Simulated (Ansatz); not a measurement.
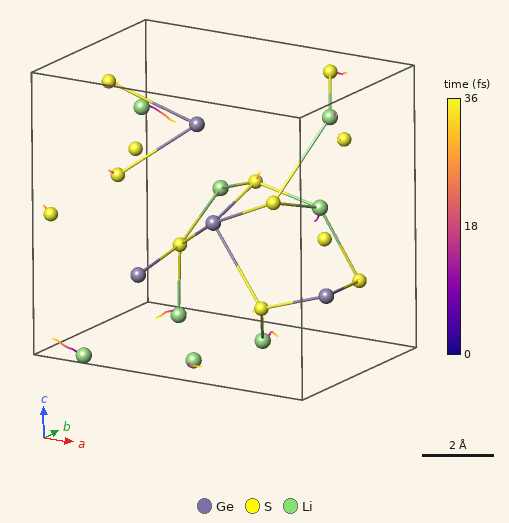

Molecular dynamics of an amorphous cell of composition Li$_{2}$GeS$_{3}$ (24 atoms in the cell), 36 fs long. Lines trace each atom's path, coloured by time; spheres stand at the starting positions. Seen slightly off an axis in the simulation cell.

Method: DFT PBE+D3(BJ), scalar-relativistic, plane waves, PAW (Ansatz 0.2.0). Settings: plane-wave cutoff 320 eV; k-point mesh 1 × 1 × 1; Fermi-Dirac smearing 0.155 eV; volume 1.05 times that of the relaxed crystal; set temperature 1800 K; time step 1.5 fs.

Input file:
```yaml
crystal:
  lattice:
    - [8.149213, 0.260884, -0.382563]
    - [0.260884, 8.10744, -0.078145]
    - [-0.382563, -0.078145, 8.227437]
  atoms:
    - { symbol: Ge, position: [0.4914284968, 0.4256678184, 0.4664448488] }
    - { symbol: Ge, position: [0.2648008221, 0.2963359705, 0.2697683612] }
    - { symbol: Ge, position: [0.9490298315, 0.3363941806, 0.2977925004] }
    - { symbol: Ge, position: [0.4360516146, 0.4203822123, 0.80793842] }
    - { symbol: S, position: [0.6800334959, 0.398541572, 0.198300436] }
    - { symbol: S, position: [0.1474812854, 0.4015879634, 0.5858711036] }
    - { symbol: S, position: [0.9392981064, 0.6495519278, 0.291994004] }
    - { symbol: S, position: [0.7433796625, 0.9852018289, 0.6984878991] }
    - { symbol: S, position: [0.1457871073, 0.3337610939, 0.9299413861] }
    - { symbol: S, position: [0.3649571079, 0.0488241242, 0.779445714] }
    - { symbol: S, position: [0.2973856517, 0.5873962873, 0.3282933359] }
    - { symbol: S, position: [0.7556015338, 0.3336533843, 0.5972366335] }
    - { symbol: S, position: [0.0312872097, 0.0851288968, 0.4872694001] }
    - { symbol: S, position: [0.77913823, 0.7845226813, 0.981625116] }
    - { symbol: S, position: [0.6952768567, 0.9190424008, 0.3497909282] }
    - { symbol: S, position: [0.5463344947, 0.669476654, 0.5765154847] }
    - { symbol: Li, position: [0.5949853115, 0.6059976004, 0.0320426362] }
    - { symbol: Li, position: [0.817821236, 0.5946293224, 0.541499696] }
    - { symbol: Li, position: [0.2649555659, 0.6460379509, 0.0626665475] }
    - { symbol: Li, position: [0.1858170018, 0.0011260084, 0.0273094492] }
    - { symbol: Li, position: [0.5677865371, 0.065402311, 0.0594868127] }
    - { symbol: Li, position: [0.3042344367, 0.9300571868, 0.4658380533] }
    - { symbol: Li, position: [0.8871941917, 0.5259701692, 0.8866519645] }
    - { symbol: Li, position: [0.0924428706, 0.7424147114, 0.7538928471] }
  symmetry: { detect: false }
basis:
  ecutwfc: 320
  xc_grid: 1
kpoints:
  mp_grid: { grid: [1, 1, 1], shift: [0.25, 0.25, 0.25] }
hamiltonian:
  xc: pbe
  dispersion: d3bj
scf:
  occupations: { method: fermi_dirac, width: 0.1551 }
  lower_state_search: "off"
  convergence: { dr2_threshold: 1.0e-05 }
output:
  forces: true
  stress: true
md:
  timestep: 1.5
  n_steps: 24
  ensemble: nvt_langevin
  friction: 0.03
  temperature: 1800.0
  initial_velocities: maxwell_boltzmann
  seed: 90432
```

Run as
```bash
ansatz run input.yaml --threads 2 --pin off --max-ram 5120MiB --backend cpu --events-out ev --progress --plain --runs-dir out
```

How do the atoms move?

Answer. Root-mean-square distances from the starting positions over the second half, with the common drift of all atoms taken out: Li 0.60 Å, S 0.25 Å, Ge 0.13 Å. The run lasts only 36 fs, too short to tell vibration from diffusion.

Limits of the set-up: the cutoff lies below the recommended one; the periodic images lie only 8.1 Å apart, so the values are limited by the cell's size.
